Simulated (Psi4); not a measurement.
**CH5BClNO (SMILES NB(Cl)CO): B3LYP/6-31G(d) (spherical functions)**

Aim: the vertical ionisation energy of CH5BClNO at B3LYP/6-31G* (spherical functions), from 2 runs. 

The results are computed with Psi4 1.11.

1 further run of the same task is left out (set aside as unsound or not needed).

## Step 1: Starting point

The species is CH5BClNO (10 atoms), meant as a singlet with charge 0. SMILES: `NB(Cl)CO`. Geometry: relaxed at PBE0-D4/def2-TZVP. This is a higher conformer, about 10 kJ/mol above the lowest found by a separate search.

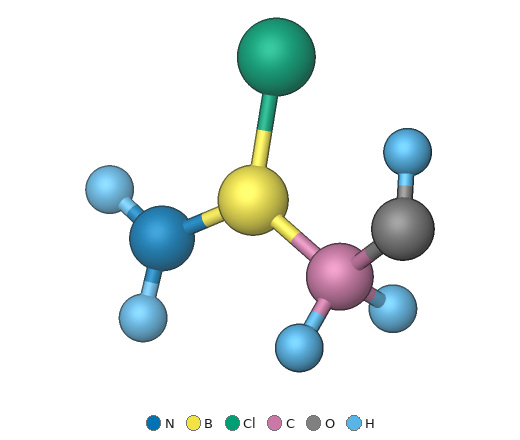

Viewed from a chosen angle; nitrogen blue, boron yellow, chlorine teal, carbon pink, oxygen grey, hydrogen blue.

## Step 2: Energy and gradient at B3LYP/6-31G(d) (spherical functions)

The input, input.inp:

```
memory 1600 mb

molecule mol {
  0 1
  N     -2.79925131     1.45527809     0.49850975
  B     -0.24793207     0.86606148     0.51513934
  Cl     1.84890804     2.89392659     2.20379861
  C      0.91613923    -1.44526254    -0.96224854
  O      3.25883270    -2.35063033    -0.05706973
  H     -3.51564648     2.99597180     1.34907548
  H     -4.08955631     0.37152016    -0.38021290
  H     -0.41082646    -3.03603399    -0.93579238
  H      1.07714389    -0.88628155    -2.96724796
  H      4.11922501    -0.96130368     0.74115059
  units bohr
  symmetry c1
}

set basis 6-31G*
set puream true
set e_convergence 1e-09
set d_convergence 1e-08
set scf_type pk
set dft_radial_points 99
set dft_spherical_points 590

energy_value, wavefunction = gradient("b3lyp", return_wfn=True)
oeprop(wavefunction, "MULLIKEN_CHARGES", "LOWDIN_CHARGES", "QUADRUPOLE", title="B3LYP")
```

On the command line:

```
$ psi4 -i input.inp -o input.out -n 1
```

input.out:

```text
[...]
  Running in c1 symmetry.
[...]
  Nuclear repulsion =  209.056385068828888
[...]
  Multiplicity = 1
[...]
  Nalpha       = 24
  Nbeta        = 24
[...]
    Number of basis functions: 84
[...]
   @RKS iter   1:  -655.85287843244726   -1.33042e-01   1.06055e-02 DIIS/ADIIS
[...]
   @RKS iter  12:  -656.20843461518916   -3.41061e-12   2.89296e-09 DIIS
[...]
    Orbital Energies [Eh]
    ---------------------
    Doubly Occupied:
       1A   -101.515562     2A    -19.122487     3A    -14.343377
       4A    -10.204387     5A     -9.449806     6A     -7.209965
       7A     -7.204756     8A     -7.204043     9A     -6.788659
      10A     -1.005491    11A     -0.894584    12A     -0.824947
      13A     -0.677701    14A     -0.537731    15A     -0.535071
      16A     -0.483761    17A     -0.442908    18A     -0.430034
      19A     -0.386822    20A     -0.350759    21A     -0.320879
      22A     -0.307311    23A     -0.296058    24A     -0.252222
[...]
  @RKS Final Energy:  -656.20843461518916
   => Energetics <=
    Nuclear Repulsion Energy =            209.0563850688288881
    One-Electron Energy =               -1317.0899410236918357
    Two-Electron Energy =                 496.4208790135656386
    DFT Exchange-Correlation Energy =     -44.5957576738917254
    Empirical Dispersion Energy =           0.0000000000000000
    VV10 Nonlocal Energy =                  0.0000000000000000
    Total Energy =                       -656.2084346151891623
[...]
  -Total Gradient:
     Atom            X                  Y                   Z
    ------   -----------------  -----------------  -----------------
       1        0.000413758535    -0.000418637839    -0.000048960582
       2        0.001183614244     0.002787809633     0.001186311431
       3       -0.004532617696    -0.006072213648    -0.004267339034
       4        0.002076736323    -0.001048240915     0.002126312088
       5       -0.002561706397     0.009680836839     0.000653103052
       6        0.002437126555    -0.003930695078    -0.002236455159
       7        0.003710232497     0.002606712215     0.002256750653
       8        0.001106474636     0.001839564042     0.000401390698
       9        0.000301778120    -0.000253001142     0.002742383687
      10       -0.004139498926    -0.005195325744    -0.002817268872
[...]
 Multipole Moments:
 ------------------------------------------------------------------------------------
     Multipole            Electronic (a.u.)      Nuclear  (a.u.)        Total (a.u.)
 ------------------------------------------------------------------------------------
 L = 1.  Multiply by 2.5417464519 to convert [e a0] to [Debye]
 Dipole X            :          2.1716229           -3.4884773           -1.3168544
 Dipole Y            :          4.2335577           -3.7968638            0.4366939
 Dipole Z            :          3.3890539           -3.6204540           -0.2314002
 Magnitude           :                                                    1.4065394
 L = 2.  Multiply by 1.3450342976 to convert [e a0^2] to [Debye ang]
 Quadrupole XX       :       -240.5440668          218.6520726          -21.8919942
 Quadrupole XY       :         53.0914435          -51.7598943            1.3315492
[...]
  Mulliken Charges: (a.u.)
   Center  Symbol    Alpha    Beta     Spin     Total
       1     N     3.85177  3.85177  0.00000 -0.70353
       2     B     2.34789  2.34789  0.00000  0.30421
       3    CL     8.60386  8.60386  0.00000 -0.20772
       4     C     3.05006  3.05006  0.00000 -0.10012
       5     O     4.32060  4.32060  0.00000 -0.64119
       6     H     0.32923  0.32923  0.00000  0.34154
       7     H     0.33326  0.33326  0.00000  0.33348
       8     H     0.43241  0.43241  0.00000  0.13519
       9     H     0.43502  0.43502  0.00000  0.12995
      10     H     0.29591  0.29591  0.00000  0.40819
[...]
```

Wall time 38 s (1 thread of Intel Xeon Platinum 8259CL at 2.50GHz (Skylake/Cascade Lake), shared host); peak memory 0.89 GiB.

## Step 3: The doublet cation at the same level

The input, ch5bclno.xyz:

```xyz
10
CH5BClNO
N     -1.481300     0.770100     0.263800
B     -0.131200     0.458300     0.272600
Cl     0.978400     1.531400     1.166200
C      0.484800    -0.764800    -0.509200
O      1.724500    -1.243900    -0.030200
H     -1.860400     1.585400     0.713900
H     -2.164100     0.196600    -0.201200
H     -0.217400    -1.606600    -0.495200
H      0.570000    -0.469000    -1.570200
H      2.179800    -0.508700     0.392200
```

The input, job.py:

```python
import psi4

psi4.set_memory('1600 MB')
psi4.set_num_threads(1)
psi4.core.set_output_file('psi4.out', False)

with open('ch5bclno.xyz') as f:
    atoms = ''.join(f.readlines()[2:])
geom = psi4.geometry('1 2\n' + atoms + 'symmetry c1')

psi4.set_options({
    'basis': '6-31G*',
    'reference': 'uks',
    'puream': True,
    'e_convergence': 1e-09,
    'd_convergence': 1e-08,
    'scf_type': 'pk',
    'dft_radial_points': 99,
    'dft_spherical_points': 590,
    'maxiter': 100,
})

energy_value, wavefunction = psi4.gradient('b3lyp', molecule=geom, return_wfn=True)
print('gradient / Eh bohr^-1')
print(energy_value.np.round(6))
print(f'energy = {wavefunction.energy():.10f} Eh')
```

On the command line:

```
$ python job.py
```

psi4.out:

```text
[...]
  Running in c1 symmetry.
[...]
  Nuclear repulsion =  209.056385076964602
[...]
  Multiplicity = 2
[...]
  Nalpha       = 24
  Nbeta        = 23
[...]
    Number of basis functions: 84
[...]
   @UKS iter   1:  -655.40676544050518    3.13071e-01   1.07615e-02 ADIIS/DIIS
[...]
   @UKS iter  19:  -655.85439180871970   -2.72848e-12   4.49761e-09 DIIS
[...]
   @S^2 Observed:                7.568133005E-01
[...]
    Orbital Energies [Eh]
    ---------------------
    Alpha Occupied:
       1A   -101.726995     2A    -19.466388     3A    -14.582642
       4A    -10.461329     5A     -9.660218     6A     -7.420163
       7A     -7.416686     8A     -7.413755     9A     -7.019627
      10A     -1.323880    11A     -1.124491    12A     -1.034661
      13A     -0.943991    14A     -0.793160    15A     -0.753233
      16A     -0.740859    17A     -0.709835    18A     -0.695322
      19A     -0.625228    20A     -0.590907    21A     -0.566118
      22A     -0.562251    23A     -0.522373    24A     -0.518867
    Alpha Virtual:
      25A     -0.207202    26A     -0.140328    27A     -0.118314
[...]
  @UKS Final Energy:  -655.85439180871970
   => Energetics <=
    Nuclear Repulsion Energy =            209.0563850769646024
    One-Electron Energy =               -1305.6303291699728106
    Two-Electron Energy =                 484.9944501337296288
    DFT Exchange-Correlation Energy =     -44.2748978494409968
    Empirical Dispersion Energy =           0.0000000000000000
    VV10 Nonlocal Energy =                  0.0000000000000000
    Total Energy =                       -655.8543918087196971
[...]
 Multipole Moments:
 ------------------------------------------------------------------------------------
     Multipole            Electronic (a.u.)      Nuclear  (a.u.)        Total (a.u.)
 ------------------------------------------------------------------------------------
 L = 1.  Multiply by 2.5417464519 to convert [e a0] to [Debye]
 Dipole X            :          2.1992797           -3.4884773           -1.2891977
 Dipole Y            :          3.2373463           -3.7968638           -0.5595176
 Dipole Z            :          2.6696693           -3.6204540           -0.9507847
 Magnitude           :                                                    1.6967858
[...]
  -Total Gradient:
     Atom            X                  Y                   Z
    ------   -----------------  -----------------  -----------------
       1       -0.000428088662     0.006547230372     0.008908310509
       2       -0.019883508447    -0.024344784162    -0.008916841202
       3        0.002118794230     0.004965230404     0.003695626270
       4        0.003363651819     0.021172959694    -0.021078915439
       5        0.026547729129     0.008037522371     0.016997705189
       6        0.004913024281    -0.006199275713    -0.009506354874
       7        0.009785877667     0.003297548048     0.005795558926
       8       -0.005164012981     0.007095895610     0.006110465659
       9       -0.003882097337    -0.003973831861     0.007654381404
      10       -0.017376187732    -0.016600385349    -0.009663313415
[...]
```

On the terminal:

```text
gradient / Eh bohr^-1
[[-0.000428  0.006547  0.008908]
 [-0.019884 -0.024345 -0.008917]
 [ 0.002119  0.004965  0.003696]
 [ 0.003364  0.021173 -0.021079]
 [ 0.026548  0.008038  0.016998]
 [ 0.004913 -0.006199 -0.009506]
 [ 0.009786  0.003298  0.005796]
 [-0.005164  0.007096  0.00611 ]
 [-0.003882 -0.003974  0.007654]
 [-0.017376 -0.0166   -0.009663]]
energy = -655.8543918087 Eh
```

It took 73 s on 1 thread of Intel Xeon Platinum 8259CL at 2.50GHz (Skylake/Cascade Lake), shared host; peak memory 0.89 GiB.

## Step 4: Summary of results

At B3LYP/6-31G* (spherical functions):

```
                                          quantity          value
                    singlet CH5BClNO: total energy  -656.20843 Eh
                   singlet CH5BClNO: dipole moment         3.58 D
                     singlet CH5BClNO: HOMO energy       -6.86 eV
                     singlet CH5BClNO: LUMO energy        0.46 eV
                   singlet CH5BClNO: HOMO–LUMO gap        7.33 eV
        singlet CH5BClNO: largest force on an atom     0.516 eV/Å
                      doublet cation: total energy  -655.85439 Eh
doublet cation: HOMO energy (highest over α and β)      -13.45 eV
 doublet cation: LUMO energy (lowest over α and β)      -12.15 eV
                              doublet cation: ⟨S²⟩          0.757
          doublet cation: largest force on an atom     1.680 eV/Å
vertical ionisation energy (to the doublet cation)       9.634 eV
```

What this shows: Removing an electron at fixed nuclei costs 9.63 eV (222 kcal/mol). The largest force (singlet CH5BClNO) is 0.52 eV/Å: the shape isn't a stationary point for this species at this level. −ε(HOMO) before ionisation, 6.86 eV, is 2.77 eV below this ionisation energy.
